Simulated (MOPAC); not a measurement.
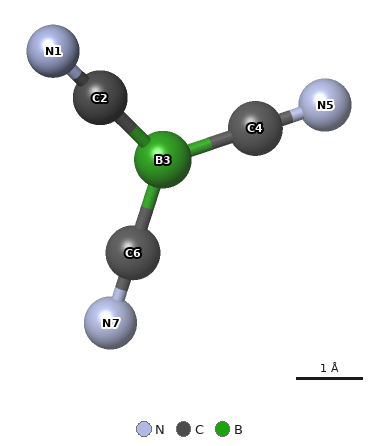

*The starting structure (ball-and-stick view, seen at a tilt; atoms are numbered from 1 in the order of the input).*

Bond lengths as drawn: B–C 1.53 Å and C–N 1.15 Å.

# Geometry relaxation of C₃BN₃ (charge +1) (part 1 of 2)

C₃BN₃, charge +1, multiplicity 2, computed with PM6-D3H4, unrestricted, dispersion D3H4 (MOPAC 23.2.5).

The starting geometry was optimised with PM6-D3H4.

### Log
```
MOPAC v23.2.5
PM6-D3H4 CALCULATION RESULTS

 *  PM6-D3H4   - CORRECT DISPERSION AND HYDROGEN BOND TERMS USING THE D3H4 METHOD
 *
 *
 *
 *                 CHARGE ON SYSTEM = +1
 *
 *
 *
 *  THREADS=1  - MULTI-THREADING NOT USED
 *  CYCLES=    - DO A MAXIMUM OF 300 STEPS
 *  GNORM      - EXIT WHEN GRADIENT NORM DROPS BELOW 0.050
 *  AUX        - OUTPUT AUXILIARY INFORMATION
 *  DISP       - PRINT DISPERSION AND HYDROGEN BOND ENERGIES
PM6-D3H4 DISP CHARGE=1 CYCLES=300 GNORM=0.05 AUX(PRECISION=9) THREADS=1
 C3BN3 optimise

   ATOM   CHEMICAL          X               Y               Z
  NUMBER   SYMBOL      (ANGSTROMS)     (ANGSTROMS)     (ANGSTROMS)

     1       N          1.20456100  *  -2.12449600  *   1.13020500  *
     2       C          0.69029600  *  -1.21444500  *   0.64106500  *
     3       B          0.00822000  *  -0.00368300  *  -0.00757900  *
     4       C         -1.18659100  *  -0.20722700  *  -0.94709100  *
     5       N         -2.08595700  *  -0.35990400  *  -1.65399500  *
     6       C          0.52181800  *   1.41159400  *   0.28458800  *
     7       N          0.90883600  *   2.47630900  *   0.50505000  *

          CARTESIAN COORDINATES

    NO.       ATOM           X           Y           Z

     1         N          1.2046     -2.1245      1.1302
     2         C          0.6903     -1.2144      0.6411
     3         B          0.0082     -0.0037     -0.0076
     4         C         -1.1866     -0.2072     -0.9471
     5         N         -2.0860     -0.3599     -1.6540
     6         C          0.5218      1.4116      0.2846
     7         N          0.9088      2.4763      0.5050

           Empirical Formula: C3 N3 B  =     7 atoms

      MOLECULAR POINT GROUP   :   D3h

          UHF CALCULATION, NO. OF ALPHA ELECTRONS =   15
                           NO. OF BETA  ELECTRONS =   14

          Geometry optimization using EF

          DIAGONAL MATRIX USED AS START HESSIAN
```

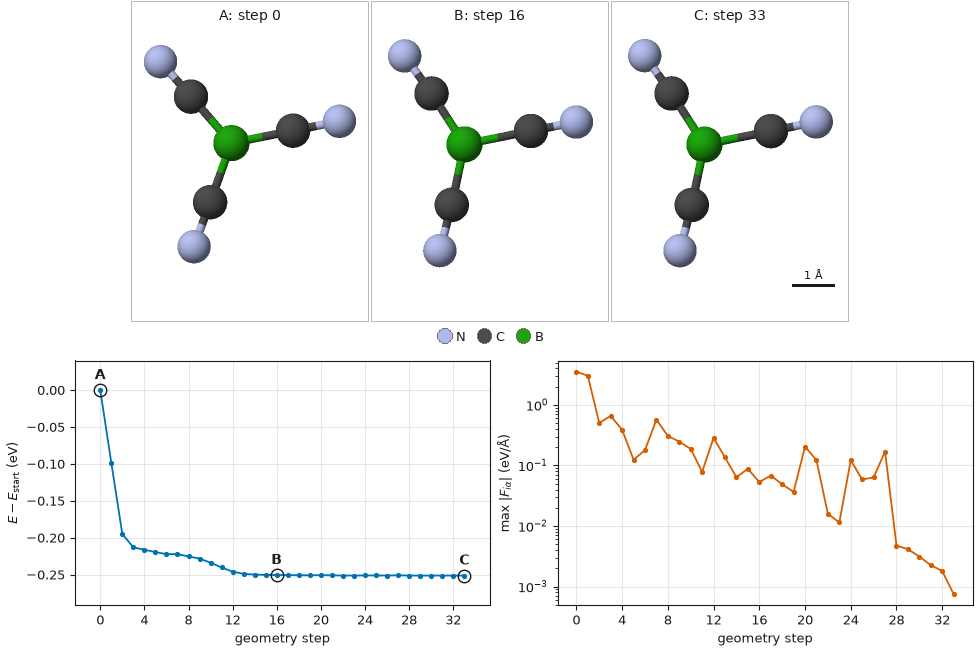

*Frames of the relaxation (ball-and-stick view, seen at a tilt) above the curves, on which the letters mark them (steps are counted from 0).*

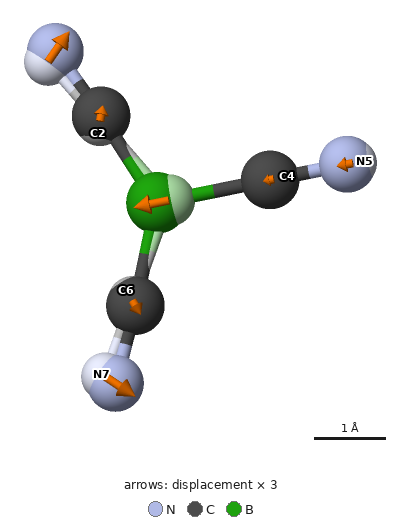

*Start (faint) and end (solid) with the displacements as orange arrows, magnified 3 times (ball-and-stick view, seen at a tilt). The two geometries are laid on each other by the best rigid fit.*

The largest moves after the best rigid fit, 0.18 Å, are those of N1, B3 and N7. By element the largest moves are N 0.18 Å, B 0.17 Å, C 0.08 Å. Among the contacts that change: B3–C4 1.534 → 1.654 Å, C4–N5 1.154 → 1.127 Å, B3–C6 1.534 → 1.512 Å. Among the angles that change: C2–B3–C6 119.9° → 136.0°, C2–B3–C4 120.1° → 112.0°, B3–C6–N7 180.0° → 177.4°. Over 33 geometry steps the energy falls by 0.251 eV. Largest force component: 3.5 eV/Å at the start, 0.00075 eV/Å at the end. (Atoms are counted from 1 in the order of the input.)

```
 CYCLE:     1 TIME:   0.016 TIME LEFT:  2.00D  GRAD.:   147.760 HEAT:  386.0236
 CYCLE:     2 TIME:   0.000 TIME LEFT:  2.00D  GRAD.:   123.833 HEAT:  383.7592
 CYCLE:     3 TIME:   0.008 TIME LEFT:  2.00D  GRAD.:    26.700 HEAT:  381.5268
 CYCLE:     4 TIME:   0.000 TIME LEFT:  2.00D  GRAD.:    28.682 HEAT:  381.1125
 CYCLE:     5 TIME:   0.008 TIME LEFT:  2.00D  GRAD.:    18.246 HEAT:  381.0392
 CYCLE:     6 TIME:   0.000 TIME LEFT:  2.00D  GRAD.:     5.833 HEAT:  380.9640
 CYCLE:     7 TIME:   0.008 TIME LEFT:  2.00D  GRAD.:     8.704 HEAT:  380.9012
 CYCLE:     8 TIME:   0.000 TIME LEFT:  2.00D  GRAD.:    23.867 HEAT:  380.9006
 CYCLE:     9 TIME:   0.000 TIME LEFT:  2.00D  GRAD.:    11.380 HEAT:  380.8301
 CYCLE:    10 TIME:   0.008 TIME LEFT:  2.00D  GRAD.:    13.571 HEAT:  380.7615
 CYCLE:    11 TIME:   0.000 TIME LEFT:  2.00D  GRAD.:     8.906 HEAT:  380.6318
 CYCLE:    12 TIME:   0.000 TIME LEFT:  2.00D  GRAD.:     3.972 HEAT:  380.4836
 CYCLE:    13 TIME:   0.008 TIME LEFT:  2.00D  GRAD.:    10.367 HEAT:  380.3546
 CYCLE:    14 TIME:   0.000 TIME LEFT:  2.00D  GRAD.:     6.139 HEAT:  380.2850
 CYCLE:    15 TIME:   0.000 TIME LEFT:  2.00D  GRAD.:     3.092 HEAT:  380.2629
 CYCLE:    16 TIME:   0.000 TIME LEFT:  2.00D  GRAD.:     3.671 HEAT:  380.2524
 CYCLE:    17 TIME:   0.008 TIME LEFT:  2.00D  GRAD.:     2.698 HEAT:  380.2481
 CYCLE:    18 TIME:   0.000 TIME LEFT:  2.00D  GRAD.:     2.145 HEAT:  380.2443
 CYCLE:    19 TIME:   0.000 TIME LEFT:  2.00D  GRAD.:     2.102 HEAT:  380.2405
 CYCLE:    20 TIME:   0.008 TIME LEFT:  2.00D  GRAD.:     1.640 HEAT:  380.2376
 CYCLE:    21 TIME:   0.000 TIME LEFT:  2.00D  GRAD.:     6.942 HEAT:  380.2438
 CYCLE:    22 TIME:   0.000 TIME LEFT:  2.00D  GRAD.:     3.784 HEAT:  380.2379
 CYCLE:    23 TIME:   0.000 TIME LEFT:  2.00D  GRAD.:     0.591 HEAT:  380.2319
 CYCLE:    24 TIME:   0.008 TIME LEFT:  2.00D  GRAD.:     0.622 HEAT:  380.2322
 CYCLE:    25 TIME:   0.000 TIME LEFT:  2.00D  GRAD.:     5.552 HEAT:  380.2352
 CYCLE:    26 TIME:   0.016 TIME LEFT:  2.00D  GRAD.:     2.463 HEAT:  380.2340
 CYCLE:    27 TIME:   0.000 TIME LEFT:  2.00D  GRAD.:     3.233 HEAT:  380.2328
 CYCLE:    28 TIME:   0.000 TIME LEFT:  2.00D  GRAD.:     7.833 HEAT:  380.2390
 CYCLE:    29 TIME:   0.008 TIME LEFT:  2.00D  GRAD.:     0.242 HEAT:  380.2316
 CYCLE:    30 TIME:   0.000 TIME LEFT:  2.00D  GRAD.:     0.231 HEAT:  380.2316
 CYCLE:    31 TIME:   0.000 TIME LEFT:  2.00D  GRAD.:     0.191 HEAT:  380.2316
 CYCLE:    32 TIME:   0.000 TIME LEFT:  2.00D  GRAD.:     0.107 HEAT:  380.2316
 CYCLE:    33 TIME:   0.000 TIME LEFT:  2.00D  GRAD.:     0.090 HEAT:  380.2316
 CYCLE:    34 TIME:   0.008 TIME LEFT:  2.00D  GRAD.:     0.045 HEAT:  380.2316

     GRADIENT =  0.04539 IS LESS THAN CUTOFF =  0.05000

 -------------------------------------------------------------------------------
 PM6-D3H4 DISP CHARGE=1 CYCLES=300 GNORM=0.05 AUX(PRECISION=9) THREADS=1
 C3BN3 optimise

     GEOMETRY OPTIMISED USING EIGENVECTOR FOLLOWING (EF).
     SCF FIELD WAS ACHIEVED

                              PM6-D3H4 CALCULATION

          FINAL HEAT OF FORMATION =        380.23156 KCAL/MOL =    1590.88884 KJ/MOL

          TOTAL ENERGY            =     -21822.09317 KCAL/MOL = ELECTRONIC ENERGY + CORE-CORE REPULSION
          ENERGY OF ATOMS         =      22202.97617 KCAL/MOL
                              SUM =        380.88300 KCAL/MOL
          DISPERSION ENERGY       =         -0.65144 KCAL/MOL
                              SUM =        380.23156 KCAL/MOL = FINAL HEAT OF FORMATION

          TOTAL ENERGY            =       -946.29552 EV
          ELECTRONIC ENERGY       =      -2907.02212 EV
          CORE-CORE REPULSION     =       1960.72660 EV
          COSMO AREA              =        135.02 SQUARE ANGSTROMS
          COSMO VOLUME            =        118.04 CUBIC ANGSTROMS

          GRADIENT NORM           =          0.04539          =       0.01715 PER ATOM
          IONIZATION POTENTIAL    =         16.996525 EV
          ALPHA SOMO LUMO (EV)    =        -17.134 -7.284
          BETA  SOMO LUMO (EV)    =        -16.997-11.227
          NO. OF ALPHA ELECTRONS  =         15
          NO. OF BETA  ELECTRONS  =         14
          MOLECULAR WEIGHT        =         88.8631         POINT GROUP:  C2v

          MOLECULAR DIMENSIONS (Angstroms)

            Atom       Atom       Distance
            N     7    N     1     4.90287
            N     1    N     5     3.82777
            C     2    C     4     0.00017

          SCF CALCULATIONS        =         46

          WALL-CLOCK TIME         =      0.109 SECONDS
          COMPUTATION TIME        =      0.112 SECONDS

   ATOM   CHEMICAL          X               Y               Z
  NUMBER   SYMBOL      (ANGSTROMS)     (ANGSTROMS)     (ANGSTROMS)

     1       N          1.11599016  *  -2.26461594  *   1.07175042  *
     2       C          0.67540432  *  -1.29035981  *   0.63643216  *
     3       B          0.14579851  *   0.02028172  *   0.10117504  *
     4       C         -1.14204616  *  -0.19967174  *  -0.91314388  *
     5       N         -2.01994993  *  -0.35001147  *  -1.60436118  *
     6       C          0.49801017  *   1.48163349  *   0.26035432  *
     7       N          0.80512325  *   2.58392759  *   0.41362490  *

                             CARTESIAN COORDINATES

   1    N        1.115990160    -2.264615944     1.071750415
   2    C        0.675404321    -1.290359812     0.636432157
   3    B        0.145798515     0.020281719     0.101175036
   4    C       -1.142046159    -0.199671742    -0.913143881
   5    N       -2.019949927    -0.350011469    -1.604361182
   6    C        0.498010169     1.481633492     0.260354318
   7    N        0.805123251     2.583927593     0.413624903

           Empirical Formula: C3 N3 B  =     7 atoms

      MOLECULAR POINT GROUP   :   C2v

          ALPHA EIGENVALUES
 -39.98963 -36.36320 -36.16652 -27.87236 -25.00051 -23.99453 -22.02965 -21.75140
 -21.47630 -19.26971 -18.81619 -18.77113 -18.70266 -17.51828 -17.13419  -7.28352
  -6.10277  -5.65252  -5.54154  -4.58211  -3.76626  -3.75165  -3.04106  -2.46395
  -2.08449  -1.65628   0.60169   0.61389

           BETA EIGENVALUES
 -38.80296 -36.30804 -36.11019 -27.22208 -23.90967 -23.27119 -21.09761 -20.81432
 -19.21284 -18.90154 -18.68131 -18.60908 -17.50951 -16.99652 -11.22748  -6.96718
  -5.55767  -5.47027  -5.15474  -4.50509  -3.74430  -3.69350  -3.02336  -2.43460
  -1.59938  -1.32312   0.62392   0.63424

              NET ATOMIC CHARGES AND DIPOLE CONTRIBUTIONS

  ATOM NO.   TYPE          CHARGE      No. of ELECS.   s-Pop       p-Pop
    1          N           0.093547        4.9065     1.79093     3.11553
    2          C          -0.232322        4.2323     1.18436     3.04796
    3          B           0.904855        2.0951     0.89696     1.19818
    4          C           0.038732        3.9613     1.32100     2.64026
    5          N           0.333959        4.6660     1.52147     3.14457
    6          C          -0.232276        4.2323     1.18438     3.04789
    7          N           0.093505        4.9065     1.79094     3.11555
 DIPOLE           X         Y         Z       TOTAL
 POINT-CHG.    -3.296    -0.564    -2.595     4.233
 HYBRID        -1.319    -0.225    -1.039     1.694
 SUM           -4.615    -0.789    -3.634     5.927

          ATOMIC ORBITAL ELECTRON POPULATIONS

     Atom    s        px        py        pz
    1  N   1.79093   0.99019   1.14535   0.97998
    2  C   1.18436   1.01084   1.02171   1.01540
    3  B   0.89696   0.30033   0.66102   0.23683
    4  C   1.32100   0.90017   0.85227   0.88782
    5  N   1.52147   0.96735   1.15097   1.02624
    6  C   1.18438   1.01026   1.02317   1.01446
    7  N   1.79094   0.97195   1.19400   0.94960

                    (SZ)    =    0.500000
                    (S**2)  =    0.810108

          ATOMIC ORBITAL SPIN POPULATIONS

    Atom   Total    s     px     py     pz
         Atomic
    1  N  0.0430  0.002  0.007  0.029  0.005
    2  C -0.0061  0.001 -0.004 -0.000 -0.003
    3  B  0.0587 -0.007  0.041 -0.000  0.025
    4  C -0.1836 -0.044  0.046 -0.153 -0.033
    5  N  1.0511  0.238  0.360  0.167  0.286
    6  C -0.0061  0.001 -0.006  0.006 -0.007
    7  N  0.0430  0.002  0.011  0.020  0.010

 *                    *
 * JOB ENDED NORMALLY *
 *                    *

 TOTAL JOB TIME:             0.11 SECONDS

 == MOPAC DONE ==
```

### Trajectory as extended XYZ (Å, eV, eV/Å), 34 frames, from step=0 to step=33
```
7
Properties=species:S:1:pos:R:3:forces:R:3 step=0 energy=16.73957
N     1.2046   -2.1245    1.1302    0.0845   0.1562   0.0543
C     0.6903   -1.2144    0.6411   -0.6746  -0.1029  -0.5313
B     0.0082   -0.0037   -0.0076    2.7665   0.4740   2.1754
C    -1.1866   -0.2072   -0.9471   -3.5444  -0.6051  -2.7862
N    -2.0860   -0.3599   -1.6540    1.9385   0.3297   1.5238
C     0.5218    1.4116    0.2846   -0.6730  -0.1289  -0.5281
N     0.9088    2.4763    0.5050    0.1026  -0.1230   0.0922
7
Properties=species:S:1:pos:R:3:forces:R:3 step=1 energy=16.64137
N     1.2050   -2.1232    1.1308   -0.0741   0.3336  -0.1014
C     0.6856   -1.2153    0.6363   -0.2876  -0.6211  -0.1375
B     0.0273    0.0002    0.0121    1.3555   0.2245   0.9919
C    -1.2110   -0.2121   -0.9725    2.4240   0.4124   1.9160
N    -2.0725   -0.3572   -1.6404   -3.0256  -0.5125  -2.3674
C     0.5171    1.4105    0.2798   -0.3629   0.5168  -0.2939
N     0.9095    2.4753    0.5059   -0.0293  -0.3537  -0.0077
7
Properties=species:S:1:pos:R:3:forces:R:3 step=2 energy=16.54457
N     1.2057   -2.1186    1.1291    0.1944  -0.2955   0.1423
C     0.6807   -1.2227    0.6304   -0.2306  -0.3447  -0.0511
B     0.0513    0.0055    0.0419    0.2705   0.0434   0.0461
C    -1.2080   -0.2110   -0.9640   -0.5030  -0.0799  -0.3571
N    -2.0888   -0.3607   -1.6597    0.3940   0.0654   0.3037
C     0.5117    1.4155    0.2718   -0.2732   0.2814  -0.1330
N     0.9106    2.4707    0.5058    0.1480   0.3300   0.0490
7
Properties=species:S:1:pos:R:3:forces:R:3 step=3 energy=16.52660
N     1.2107   -2.1308    1.1382   -0.2608   0.3321  -0.2940
C     0.6751   -1.2413    0.6237    0.1694  -0.5876   0.3144
B     0.0611    0.0079    0.0440    0.1783  -0.0601  -0.0164
C    -1.2138   -0.2117   -0.9606   -0.1760  -0.0248  -0.1449
N    -2.0878   -0.3606   -1.6613    0.1937   0.0316   0.1695
C     0.5043    1.4310    0.2578    0.0734   0.6586   0.1594
N     0.9135    2.4841    0.5126   -0.1780  -0.3499  -0.1880
7
Properties=species:S:1:pos:R:3:forces:R:3 step=4 energy=16.52342
N     1.2097   -2.1293    1.1364    0.1454  -0.3507   0.1073
C     0.6755   -1.2463    0.6260   -0.2701   0.1978  -0.1332
B     0.0629    0.0076    0.0440    0.2049  -0.0273   0.0253
C    -1.2150   -0.2118   -0.9615    0.1236   0.0230   0.0969
N    -2.0867   -0.3605   -1.6605   -0.0742  -0.0131  -0.0485
C     0.5040    1.4363    0.2586   -0.2317  -0.2175  -0.0456
N     0.9128    2.4827    0.5114    0.1021   0.3878  -0.0022
7
Properties=species:S:1:pos:R:3:forces:R:3 step=5 energy=16.52016
N     1.2105   -2.1331    1.1363   -0.0150  -0.1175  -0.0247
C     0.6728   -1.2486    0.6264   -0.0750  -0.0383   0.0018
B     0.0669    0.0070    0.0442    0.1243   0.0277   0.0191
C    -1.2148   -0.2117   -0.9605    0.0537   0.0072   0.0225
N    -2.0866   -0.3605   -1.6608    0.0261   0.0056   0.0377
C     0.5012    1.4385    0.2590   -0.0759   0.0375   0.0157
N     0.9133    2.4870    0.5101   -0.0382   0.0778  -0.0720
7
Properties=species:S:1:pos:R:3:forces:R:3 step=6 energy=16.51744
N     1.2107   -2.1414    1.1349   -0.1787   0.0960  -0.1494
C     0.6691   -1.2549    0.6276    0.0853  -0.1183   0.0770
B     0.0735    0.0096    0.0460    0.0347  -0.0853   0.0509
C    -1.2135   -0.2114   -0.9589    0.0720   0.0147   0.0138
N    -2.0848   -0.3604   -1.6603    0.0601   0.0104   0.0719
C     0.4968    1.4444    0.2611   -0.0294  -0.0524  -0.0174
N     0.9119    2.4930    0.5048   -0.0440   0.1349  -0.0466
7
Properties=species:S:1:pos:R:3:forces:R:3 step=7 energy=16.51741
N     1.2080   -2.1442    1.1307    0.0718  -0.3358   0.0967
C     0.6678   -1.2588    0.6303   -0.1481   0.3212  -0.1770
B     0.0774    0.0087    0.0486   -0.0183  -0.0946   0.0500
C    -1.2109   -0.2108   -0.9581    0.0862   0.0078   0.0247
N    -2.0827   -0.3601   -1.6586    0.0570   0.0117   0.0679
C     0.4940    1.4444    0.2614    0.2486   0.5710   0.1264
N     0.9105    2.4994    0.5014   -0.2974  -0.4813  -0.1887
```
